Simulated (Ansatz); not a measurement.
## Geometry relaxation, with input and output: TaHCl₄OF (part 2 of 2)

The same run, continued: TaHCl₄OF, multiplicity 2; UKS PBE/def2-SVP (Ansatz 0.2.0). It belongs to a series of runs on one base structure; here: end point B relaxed.

Geometry of the input (Å):
```
Ta -0.6898  -0.0618  -0.0603
Cl 2.9663  -0.1830  0.0566
O  0.2786  -0.2852  1.5329
H  1.2607  -0.3322  1.6265
Cl -0.1420  -0.1272  -2.3041
Cl -1.3985  2.1207  0.1332
F  -1.8120  -1.5647  0.0137
Cl 4.8619  -0.0165  0.9088
```

**Trajectory as extended XYZ, continued**
```
8
Properties=species:S:1:pos:R:3:forces:R:3 step=8 energy=-56385.85821
Ta   -0.1645   -0.0475   -0.1075    0.2227  -0.1179   0.3291
Cl    2.2154   -0.0702   -0.5775   -0.2405   0.0167   0.0970
O     0.3754   -0.3748    1.6999    0.6466   0.1095  -0.4886
H     1.2963   -0.4346    2.0511   -0.3139  -0.0007   0.0557
Cl   -0.2555   -0.2100   -2.4457   -0.0455  -0.0284  -0.0124
Cl   -1.0656    2.0362    0.1280    0.0089  -0.0396   0.0089
F    -1.4520   -1.3975    0.0409   -0.0001   0.0850  -0.0487
Cl    4.3757    0.0485    1.1180   -0.2782  -0.0247   0.0589
8
Properties=species:S:1:pos:R:3:forces:R:3 step=9 energy=-56385.96812
Ta   -0.1420   -0.0488   -0.1236    0.1284  -0.1035   0.4476
Cl    2.2026   -0.0516   -0.6389    0.0512   0.0196  -0.1036
O     0.4759   -0.3750    1.6490    0.3069   0.1067  -0.3214
H     1.3678   -0.4391    2.0650   -0.1700   0.0094  -0.0784
Cl   -0.3147   -0.2288   -2.4567   -0.0028  -0.0097  -0.0193
Cl   -1.0317    2.0356    0.1355    0.0056  -0.0039   0.0123
F    -1.4410   -1.3841    0.0580    0.0009   0.0181  -0.0033
Cl    4.2084    0.0420    1.2188   -0.3203  -0.0368   0.0660
8
Properties=species:S:1:pos:R:3:forces:R:3 step=10 energy=-56386.06862
Ta   -0.1227   -0.0521   -0.1200    0.0856  -0.0051   0.1903
Cl    2.2148   -0.0397   -0.7140   -0.0104   0.0095  -0.0645
O     0.5516   -0.3574    1.6146    0.1148   0.0335  -0.1146
H     1.4247   -0.4389    2.0609    0.1172   0.0242  -0.0657
Cl   -0.3276   -0.2372   -2.4482   -0.0404  -0.0157  -0.0949
Cl   -1.0129    2.0317    0.1503    0.0120  -0.0220   0.0103
F    -1.4283   -1.3807    0.0784    0.0446   0.0249   0.0266
Cl    4.0257    0.0243    1.2852   -0.3234  -0.0493   0.1125
8
Properties=species:S:1:pos:R:3:forces:R:3 step=11 energy=-56386.16484
Ta   -0.1054   -0.0509   -0.1168    0.0344  -0.0097   0.0305
Cl    2.2174   -0.0315   -0.7685    0.0474   0.0144  -0.0905
O     0.6287   -0.3436    1.5832   -0.2326   0.0172  -0.0704
H     1.4981   -0.4264    2.0357    0.3978   0.0345  -0.0529
Cl   -0.3471   -0.2417   -2.4494   -0.0371  -0.0107  -0.0221
Cl   -1.0055    2.0272    0.1603    0.0172  -0.0104   0.0245
F    -1.4096   -1.3787    0.1008    0.0661   0.0215   0.0475
Cl    3.8487   -0.0043    1.3618   -0.2932  -0.0568   0.1334
8
Properties=species:S:1:pos:R:3:forces:R:3 step=12 energy=-56386.24441
Ta   -0.0917   -0.0501   -0.1141   -0.0020  -0.0139  -0.0090
Cl    2.2244   -0.0230   -0.8146    0.0609   0.0139  -0.0516
O     0.6882   -0.3314    1.5576   -0.5642  -0.0024  -0.0964
H     1.5761   -0.4012    1.9862    0.5745   0.0400  -0.0322
Cl   -0.3645   -0.2458   -2.4491   -0.0168  -0.0119   0.0054
Cl   -0.9987    2.0232    0.1744    0.0140  -0.0008   0.0278
F    -1.3878   -1.3814    0.1261    0.0603   0.0194   0.0457
Cl    3.6793   -0.0401    1.4406   -0.1266  -0.0441   0.1103
8
Properties=species:S:1:pos:R:3:forces:R:3 step=13 energy=-56386.27344
Ta   -0.0961   -0.0487   -0.1151    0.0270  -0.0337   0.0637
Cl    2.2318   -0.0064   -0.8397    0.0666   0.0174   0.0063
O     0.7332   -0.3221    1.5197   -0.8093  -0.0256  -0.0298
H     1.6769   -0.3494    1.8758    0.4205  -0.0019   0.0386
Cl   -0.3827   -0.2594   -2.4507    0.0378  -0.0142  -0.0271
Cl   -0.9984    2.0231    0.1992   -0.0141   0.0100   0.0084
F    -1.3727   -1.3907    0.1606    0.0142   0.0318   0.0068
Cl    3.5333   -0.0962    1.5573    0.2571   0.0162  -0.0668
8
Properties=species:S:1:pos:R:3:forces:R:3 step=14 energy=-56386.26901 accepted=F
Ta   -0.1295   -0.0175   -0.0985    0.0252  -0.1784  -0.2302
Cl    2.2272    0.1041   -0.7517   -0.0242   0.1129  -0.2982
O     0.6791   -0.3783    1.5287    0.3652   0.0663   0.1792
H     1.6891   -0.3429    1.7629   -0.2768  -0.1325   0.0628
Cl   -0.2765   -0.4117   -2.4412   -0.0086   0.1219   0.2237
Cl   -1.0222    2.0595    0.2557    0.0290  -0.1033  -0.0998
F    -1.4411   -1.3319    0.1495   -0.0066   0.1061   0.0517
Cl    3.5993   -0.1311    1.5017   -0.1032   0.0069   0.1110
8
Properties=species:S:1:pos:R:3:forces:R:3 step=15 energy=-56386.29391
Ta   -0.0974   -0.0479   -0.1054   -0.1599   0.1226  -0.0358
Cl    2.2366    0.0843   -0.8338   -0.0041  -0.0168   0.1670
O     0.6835   -0.3531    1.5490    0.3492  -0.0549   0.0504
H     1.6689   -0.3755    1.8422   -0.1337   0.0192  -0.0573
Cl   -0.3206   -0.3262   -2.4405   -0.0393  -0.0443  -0.0384
Cl   -1.0027    2.0241    0.2001    0.0133  -0.0303  -0.0235
F    -1.4169   -1.3462    0.1783    0.0081   0.0077  -0.0472
Cl    3.5740   -0.1092    1.5172   -0.0336  -0.0033  -0.0152
8
Properties=species:S:1:pos:R:3:forces:R:3 step=16 energy=-56386.30273
Ta   -0.1042   -0.0301   -0.1007   -0.0076  -0.0644  -0.0779
Cl    2.2381    0.1767   -0.7956   -0.0024   0.0266  -0.0094
O     0.6977   -0.4146    1.5264    0.0536   0.0256   0.0869
H     1.6824   -0.4164    1.8071    0.0149  -0.0257  -0.0067
Cl   -0.3059   -0.4081   -2.4177    0.0029  -0.0253  -0.0488
Cl   -1.0031    2.0413    0.1829   -0.0049   0.0676   0.0368
F    -1.4567   -1.2924    0.1875   -0.0516  -0.0124  -0.0007
Cl    3.5771   -0.1063    1.5172   -0.0049   0.0080   0.0198
8
Properties=species:S:1:pos:R:3:forces:R:3 step=17 energy=-56386.30832
Ta   -0.1175   -0.0282   -0.1099    0.2438  -0.1342   0.1144
Cl    2.2325    0.3198   -0.7604   -0.0430   0.0336  -0.1311
O     0.7042   -0.4757    1.4977   -0.2672  -0.0411  -0.1759
H     1.6943   -0.4777    1.7535    0.0902   0.0114   0.0366
Cl   -0.2677   -0.5510   -2.4082    0.0311   0.0459   0.1445
Cl   -0.9538    2.0631    0.2148   -0.0416   0.0464  -0.0294
F    -1.5338   -1.2186    0.2003   -0.0260   0.0331   0.0143
Cl    3.5670   -0.0815    1.5194    0.0127   0.0049   0.0266
8
Properties=species:S:1:pos:R:3:forces:R:3 step=18 energy=-56386.31437
Ta   -0.1221   -0.0207   -0.1012    0.3289  -0.6182   0.0779
Cl    2.2252    0.5153   -0.7310   -0.1984   0.0072  -0.0506
O     0.7166   -0.5931    1.4687   -0.5080   0.0879  -0.5801
H     1.7166   -0.5657    1.6935    0.1051   0.0421   0.0437
Cl   -0.2023   -0.7211   -2.3711    0.0400   0.1660   0.5087
Cl   -0.9202    2.0878    0.2147   -0.0399   0.0514  -0.0007
F    -1.6392   -1.0991    0.2229    0.2495   0.2576  -0.0176
Cl    3.5507   -0.0532    1.5104    0.0229   0.0061   0.0187
8
Properties=species:S:1:pos:R:3:forces:R:3 step=19 energy=-56386.33011
Ta   -0.1121   -0.0330   -0.1046    0.1771  -0.4568   0.1304
Cl    2.2194    0.5393   -0.7326   -0.1133   0.0125  -0.0205
O     0.7178   -0.6281    1.4593   -0.3473   0.1029  -0.4874
H     1.7143   -0.5632    1.7010    0.0437  -0.0049  -0.0089
Cl   -0.1931   -0.7320   -2.3630    0.0270   0.0866   0.3890
Cl   -0.9140    2.0746    0.2111   -0.0149   0.0684   0.0063
F    -1.6583   -1.0637    0.2300    0.2275   0.1748  -0.0299
Cl    3.5512   -0.0437    1.5060    0.0003   0.0165   0.0209
8
Properties=species:S:1:pos:R:3:forces:R:3 step=20 energy=-56386.36096
Ta   -0.1029   -0.0330   -0.1120    0.0230  -0.7099   0.3910
Cl    2.1802    0.7172   -0.7122    0.0051  -0.0079   0.0727
O     0.7176   -0.7813    1.3918    0.0652   0.3184  -0.4540
H     1.7106   -0.6339    1.6565   -0.2433  -0.0671  -0.1340
Cl   -0.1277   -0.8982   -2.2821    0.0035   0.0432   0.1489
Cl   -0.8475    2.0959    0.2257   -0.0837   0.1705   0.0210
F    -1.7344   -0.9284    0.2445    0.3112   0.2419  -0.0465
Cl    3.5294    0.0118    1.4948   -0.0809   0.0108   0.0007
8
Properties=species:S:1:pos:R:3:forces:R:3 step=21 energy=-56386.35399 accepted=F
Ta   -0.1083   -0.0419   -0.1284    0.3358  -0.0015  -0.0706
Cl    2.1754    0.8054   -0.7079   -0.1028  -0.0736   0.1168
O     0.7598   -0.8313    1.2892   -0.3212  -0.2131   0.1367
H     1.6924   -0.7677    1.6765    0.3172   0.2108  -0.1651
Cl   -0.1304   -0.9720   -2.2509   -0.0105   0.0043   0.0322
Cl   -0.8267    2.1104    0.2042   -0.0672   0.0694   0.0052
F    -1.7599   -0.8407    0.2938   -0.0238   0.0352  -0.0136
Cl    3.5229    0.0880    1.5306   -0.1275  -0.0316  -0.0416
8
Properties=species:S:1:pos:R:3:forces:R:3 step=22 energy=-56386.38165
Ta   -0.0985   -0.0417   -0.1180   -0.1045  -0.2000   0.1877
Cl    2.1808    0.7497   -0.6867    0.0253   0.0397  -0.0014
O     0.7391   -0.7977    1.3515   -0.1557  -0.0044  -0.1559
H     1.7214   -0.6814    1.6248    0.0765   0.0330  -0.0211
Cl   -0.1238   -0.9356   -2.2617    0.0210  -0.0167   0.0289
Cl   -0.8634    2.0934    0.2131    0.0091   0.0746  -0.0058
F    -1.7527   -0.8688    0.2673    0.1830   0.0803  -0.0218
Cl    3.5222    0.0325    1.5168   -0.0548  -0.0065  -0.0107
8
Properties=species:S:1:pos:R:3:forces:R:3 step=23 energy=-56386.39158
Ta   -0.0999   -0.0498   -0.1138    0.0033  -0.0435   0.0319
Cl    2.1632    0.8227   -0.6688    0.0195  -0.0046   0.0090
O     0.7531   -0.8809    1.2983   -0.1196   0.0253  -0.0823
H     1.7295   -0.7210    1.5825    0.0923   0.0284   0.0065
Cl   -0.1024   -1.0003   -2.2247   -0.0020  -0.0079   0.0184
Cl   -0.8186    2.1160    0.2024   -0.0220  -0.0158   0.0150
F    -1.7724   -0.8097    0.2999    0.0264   0.0286  -0.0061
Cl    3.4728    0.0732    1.5313    0.0020  -0.0106   0.0076
8
Properties=species:S:1:pos:R:3:forces:R:3 step=24 energy=-56386.39274
Ta   -0.1022   -0.0424   -0.1197   -0.0551  -0.0198   0.0228
Cl    2.1630    0.8478   -0.6529    0.0118   0.0161  -0.0158
O     0.7466   -0.8620    1.2930    0.0988  -0.0157   0.0615
H     1.7353   -0.7080    1.5691   -0.0492  -0.0066  -0.0176
Cl   -0.0810   -1.0323   -2.2101    0.0047   0.0038  -0.0242
Cl   -0.8413    2.1148    0.2128   -0.0049   0.0233  -0.0165
F    -1.7742   -0.7998    0.2968    0.0023   0.0085  -0.0126
Cl    3.4790    0.0321    1.5182   -0.0084  -0.0097   0.0025
8
Properties=species:S:1:pos:R:3:forces:R:3 step=25 energy=-56386.39324
Ta   -0.1033   -0.0444   -0.1137   -0.0263  -0.0043  -0.0215
Cl    2.1629    0.8490   -0.6531   -0.0068   0.0080   0.0075
O     0.7509   -0.8648    1.2970    0.0156   0.0005   0.0148
H     1.7395   -0.7101    1.5687   -0.0066  -0.0036   0.0019
Cl   -0.0790   -1.0248   -2.2097   -0.0032   0.0024   0.0076
Cl   -0.8476    2.1147    0.2019    0.0117   0.0032  -0.0039
F    -1.7780   -0.7979    0.2982    0.0137  -0.0032  -0.0038
Cl    3.4798    0.0285    1.5178    0.0020  -0.0031  -0.0025
```

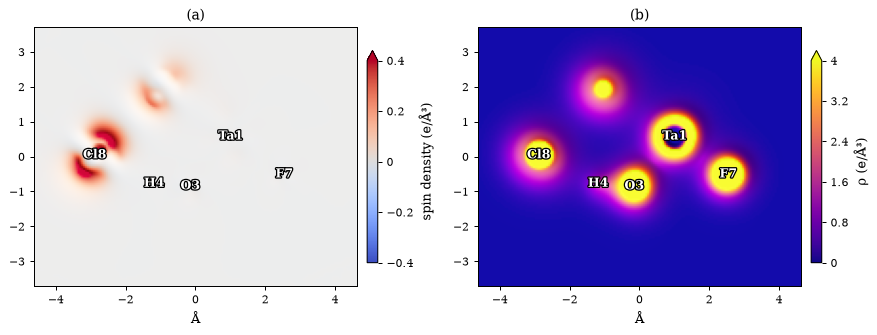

**Figure 1.** (a) spin density; (b) electron density on the plane of atoms Ta1, O3 and H4. Cl8···H4 (1.89 Å): ρ is about 0.76 e/Å³ halfway, with its minimum of 0.36 e/Å³ about 1.3 Å from Cl; by its geometry a hydrogen bond between the two molecules, with no shared pair. Ta–O (1.84 Å): ρ is about 1.2 e/Å³ halfway. Ta–F (1.88 Å): ρ is about 1 e/Å³ halfway. O–H (1.04 Å): ρ is about 3.2 e/Å³ halfway, with its minimum of 1.8 e/Å³ about 0.8 Å from O. The unpaired spin (1 electron) lies mostly on Cl8 (about 0.6) and Cl2 (about 0.3), in electrons by Hirshfeld's partition.

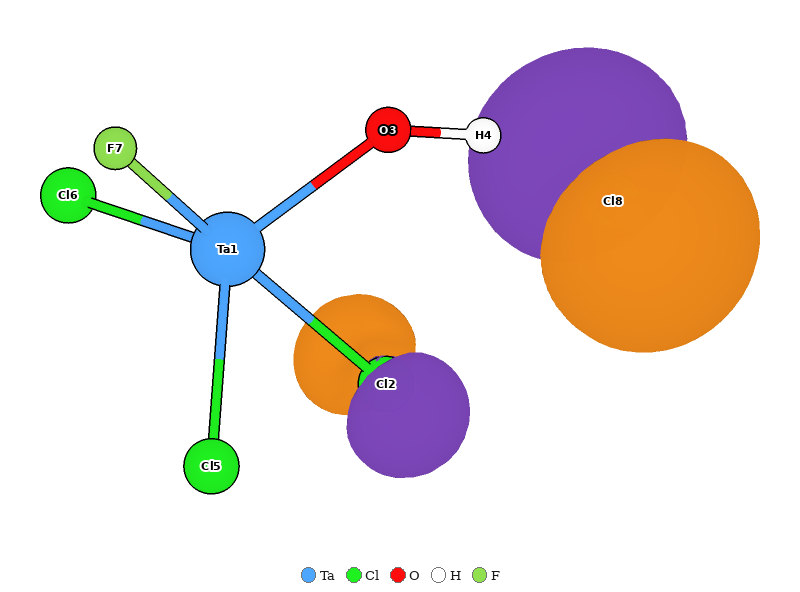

**Figure 2.** One frontier orbital at ±0.15 Å⁻³ᐟ² (orange and purple are the two phases), seen at a tilt. The HOMO (β), at −7.31 eV.

**Key numbers**

```tsv
quantity	value
outcome	converged
total energy	−56386.3933 eV
mean-field energy	−56386.3933 eV
⟨S²⟩	0.751
largest force (length of the vector) at the end	0.034 eV/Å
wall time	2.1 min (CPU time 7.9 min)
peak memory	0.3 GiB
```
